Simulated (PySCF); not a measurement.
# CHBClNO (SMILES O=C=NBCl) at PBE0/x2c-TZVPall (sfX2C)

Aim: the vertical singlet–triplet gap of CHBClNO at PBE0/x2c-TZVPall (sfX2C), from 2 runs. The job is set up through a Python script.

The results are computed with PySCF 2.14.0.

## Step 1: The structure to begin with

CHBClNO has 6 atoms, charge 0, and is taken as a singlet. As SMILES, `O=C=NBCl`. Geometry: relaxed at PBE0-D4/def2-TZVP. This is one conformer, not always the lowest.

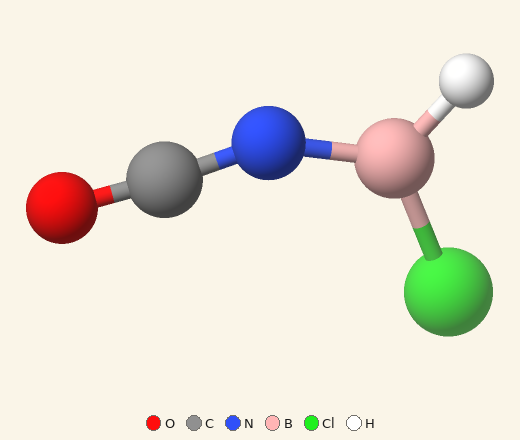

The structure, seen from a chosen angle (oxygen red, carbon grey, nitrogen blue, boron pink, chlorine green, hydrogen white).

## Step 2: The energy at PBE0/x2c-TZVPall (sfX2C)

The input, run.py:

```python
# O=C=NBCl
from pyscf import gto, dft

molecule = gto.Mole()
molecule.atom = '''
O     -1.088860    -4.863210    -0.079935
C     -0.393819    -2.807566     0.204468
N      0.430480    -0.735481     0.630980
B      0.542918     1.867238     0.122832
Cl    -1.304478     3.205920    -2.273907
H      1.892939     3.212534     1.308068
'''
molecule.unit = 'bohr'
molecule.basis = 'x2c-tzvpall'
molecule.verbose = 4
molecule.max_memory = 1860
molecule.build()

myscf = dft.RKS(molecule)
myscf.xc = 'pbe0'
myscf = myscf.sfx2c1e()
myscf.grids.level = 4
myscf.conv_tol = 1e-10
myscf.kernel()
if not myscf.converged:
    myscf = myscf.newton().run(myscf.mo_coeff, myscf.mo_occ)

e_tot = myscf.e_tot
print(f'total energy: {e_tot:.8f} hartree')
```

On the command line:

```
$ OMP_NUM_THREADS=1 python run.py
```

Standard output:

```text
PySCF version 2.14.0

[INPUT] num. atoms = 6
[INPUT] num. electrons = 44
[INPUT] charge = 0
[INPUT] spin (= nelec alpha-beta = 2S) = 0
[INPUT] symmetry False subgroup None
[INPUT] Mole.unit = bohr
[INPUT] Symbol           X                Y                Z      unit          X                Y                Z       unit  Magmom
[INPUT]  1 O     -0.576199897882  -2.573499903918  -0.042299780355 AA   -1.088860000000  -4.863210000000  -0.079935000000 Bohr   0.0
[INPUT]  2 C     -0.208400040027  -1.485699945354   0.108199805962 AA   -0.393819000000  -2.807566000000   0.204468000000 Bohr   0.0
[INPUT]  3 N      0.227800205757  -0.389199784265   0.333900236546 AA    0.430480000000  -0.735481000000   0.630980000000 Bohr   0.0
[INPUT]  4 B      0.287299832998   0.988099796964   0.064999895172 AA    0.542918000000   1.867238000000   0.122832000000 Bohr   0.0
[INPUT]  5 Cl    -0.690300029746   1.696499804033  -1.203299764151 AA   -1.304478000000   3.205920000000  -2.273907000000 Bohr   0.0
[INPUT]  6 H      1.001700180462   1.699999782106   0.692199775934 AA    1.892939000000   3.212534000000   1.308068000000 Bohr   0.0

nuclear repulsion = 167.882310812882
number of shells = 22
number of NR pGTOs = 255
number of NR cGTOs = 167
basis = x2c-tzvpall
ecp = {}

******** <class 'pyscf.x2c.sfx2c1e.sfX2C1eRKS'> ********
method = sfX2C1eRKS
initial guess = minao
damping factor = 0
level_shift factor = 0
DIIS = <class 'pyscf.scf.diis.CDIIS'>
diis_start_cycle = 1
diis_space = 8
diis_damp = 0
SCF conv_tol = 1e-10
SCF conv_tol_grad = None
SCF max_cycles = 50
direct_scf = True
direct_scf_tol = 1e-13
XC library pyscf.dft.libxc version 7.0.0
    S. Lehtola, C. Steigemann, M. J.T. Oliveira, and M. A.L. Marques.,  SoftwareX 7, 1–5 (2018)
XC functionals = pbe0
radial grids:
    Treutler-Ahlrichs [JCP 102, 346 (1995); DOI:10.1063/1.469408] (M4) radial grids

becke partition: Becke, JCP 88, 2547 (1988); DOI:10.1063/1.454033
pruning grids: <function nwchem_prune>
grids dens level: 4
symmetrized grids: False
atomic radii adjust function: <function treutler_atomic_radii_adjust>
small_rho_cutoff = 0

******** <class 'pyscf.x2c.sfx2c1e.SpinFreeX2CHelper'> ********
approx = 1e
xuncontract = 1
Set gradient conv threshold to 1e-05
Initial guess from minao.
tot grids = 157248
init E= -655.840571256897
  HOMO = -0.348874316791305  LUMO = -0.0996047135088531  gap/eV = 6.78297
cycle= 1 E= -654.958916730687  delta_E= 0.882  |g|= 0.709  |ddm|= 2.33
  HOMO = -0.289256397598584  LUMO = -0.0719166022395257  gap/eV = 5.91412
cycle= 2 E= -654.684714906514  delta_E= 0.274  |g|= 1.43  |ddm|= 1.04
  HOMO = -0.319501181595874  LUMO = -0.0636409230016  gap/eV = 6.96231
cycle= 3 E= -655.039638657468  delta_E= -0.355  |g|= 0.257  |ddm|= 0.729
  HOMO = -0.3348800009144  LUMO = -0.0688760698914948  gap/eV = 7.23834
cycle= 4 E= -655.053064631908  delta_E= -0.0134  |g|= 0.0633  |ddm|= 0.169
  HOMO = -0.335997659979053  LUMO = -0.0690233113245569  gap/eV = 7.26474
cycle= 5 E= -655.053795291537  delta_E= -0.000731  |g|= 0.0193  |ddm|= 0.0427
  HOMO = -0.335414129960742  LUMO = -0.0692657634576008  gap/eV = 7.24227
cycle= 6 E= -655.053869572189  delta_E= -7.43e-05  |g|= 0.00421  |ddm|= 0.0157
  HOMO = -0.335089894340428  LUMO = -0.0686222969856871  gap/eV = 7.25095
cycle= 7 E= -655.053873970473  delta_E= -4.4e-06  |g|= 0.00117  |ddm|= 0.00348
  HOMO = -0.335153967902033  LUMO = -0.0687295841642523  gap/eV = 7.24978
cycle= 8 E= -655.053874315116  delta_E= -3.45e-07  |g|= 0.000122  |ddm|= 0.000889
  HOMO = -0.335170197296721  LUMO = -0.0687345993464916  gap/eV = 7.25008
cycle= 9 E= -655.053874317672  delta_E= -2.56e-09  |g|= 6.89e-05  |ddm|= 0.000146
  HOMO = -0.335164221934671  LUMO = -0.0687331816163663  gap/eV = 7.24996
cycle= 10 E= -655.053874318852  delta_E= -1.18e-09  |g|= 9.92e-06  |ddm|= 5.73e-05
  HOMO = -0.335164535134837  LUMO = -0.0687322453962764  gap/eV = 7.24999
cycle= 11 E= -655.053874318878  delta_E= -2.59e-11  |g|= 4.72e-06  |ddm|= 1.14e-05
  HOMO = -0.335164820194125  LUMO = -0.0687325924212985  gap/eV = 7.24999
Extra cycle  E= -655.053874318873  delta_E= 4.55e-12  |g|= 7.35e-06  |ddm|= 6.52e-06
converged SCF energy = -655.053874318873
total energy: -655.05387432 hartree
```

Run time: 33 s. Hardware: 1 thread of Arm Neoverse V2, shared host; peak memory 1.3 GiB.

## Step 3: The triplet, same level

The input, job.py:

```python
from pyscf import gto, dft

mol = gto.M(
    atom=[
    ('O', (-0.576200, -2.573500, -0.042300)),
    ('C', (-0.208400, -1.485700, 0.108200)),
    ('N', (0.227800, -0.389200, 0.333900)),
    ('B', (0.287300, 0.988100, 0.065000)),
    ('Cl', (-0.690300, 1.696500, -1.203300)),
    ('H', (1.001700, 1.700000, 0.692200)),
],
    verbose=3,
    max_memory=1860,
    charge=0,
    basis='x2c-tzvpall',
    spin=2,
)

mf = dft.UKS(mol, xc='pbe0')
mf = mf.x2c()
mf.conv_tol = 1e-10
mf.grids.level = 4
mf.kernel()
if not mf.converged:
    mf = mf.newton().run(mf.mo_coeff, mf.mo_occ)

etot = mf.e_tot
print('E(%s) = %.9f' % ('PBE0', etot))
```

On the command line:

```
$ OMP_NUM_THREADS=1 python job.py
```

Standard output:

```text
WARN: HOMO -0.0996047445457222 >= LUMO -0.348874353562856

WARN: HOMO -0.141575383844526 >= LUMO -0.278636429762196

WARN: HOMO -0.13806985526503 >= LUMO -0.263800416328898

WARN: HOMO -0.148378196362636 >= LUMO -0.273138595905515

WARN: HOMO -0.148817170068618 >= LUMO -0.270465582313399

WARN: HOMO -0.148994910091787 >= LUMO -0.26698251130599

WARN: HOMO -0.148471613414671 >= LUMO -0.26655049729672

WARN: HOMO -0.148606536060143 >= LUMO -0.266157026615033

WARN: HOMO -0.14885181654838 >= LUMO -0.266249678225037

WARN: HOMO -0.148658989261797 >= LUMO -0.266070867964359

WARN: HOMO -0.148665146936501 >= LUMO -0.26606674238657

WARN: HOMO -0.148640681173063 >= LUMO -0.266060208725385

WARN: HOMO -0.14862918777176 >= LUMO -0.26605577778804

WARN: HOMO -0.148627795864911 >= LUMO -0.266044510114305

WARN: HOMO -0.148593920887862 >= LUMO -0.266023396472413

WARN: HOMO -0.148593365141267 >= LUMO -0.266009682478703

WARN: HOMO -0.148572971221718 >= LUMO -0.265987863415319

WARN: HOMO -0.148563128963183 >= LUMO -0.26597850526344

WARN: HOMO -0.148563201327008 >= LUMO -0.26598052964809

WARN: HOMO -0.148562807101044 >= LUMO -0.265980781227661

WARN: HOMO -0.148562180173421 >= LUMO -0.265980262719417

WARN: HOMO -0.14856233009187 >= LUMO -0.265981130483759

converged SCF energy = -654.861788046784  <S^2> = 2.0159298  2S+1 = 3.0106012
E(PBE0) = -654.861788047
```

It took 100 s on 1 thread of Arm Neoverse V2, shared host; peak memory 1.3 GiB.

## Step 4: What came out

Level: PBE0/x2c-TZVPall (sfX2C).

| quantity | value |
| --- | --- |
| singlet: total energy | -655.05387 Eh |
| singlet: dipole moment | 0.70 D |
| singlet: HOMO energy | -9.12 eV |
| singlet: LUMO energy | -1.87 eV |
| singlet: HOMO–LUMO gap | 7.25 eV |
| triplet: total energy | -654.86179 Eh |
| triplet: dipole moment | 1.73 D |
| triplet: HOMO energy (highest over α and β) | -4.04 eV |
| triplet: ⟨S²⟩ | 2.016 |
| vertical energy of the triplet above the singlet | 5.227 eV |

**Reading.** At this shape the triplet lies 5.23 eV (504 kJ/mol) above the singlet. Mulliken charges (singlet) run from -0.18 on O1 to +0.30 on C2; they depend strongly on the basis.
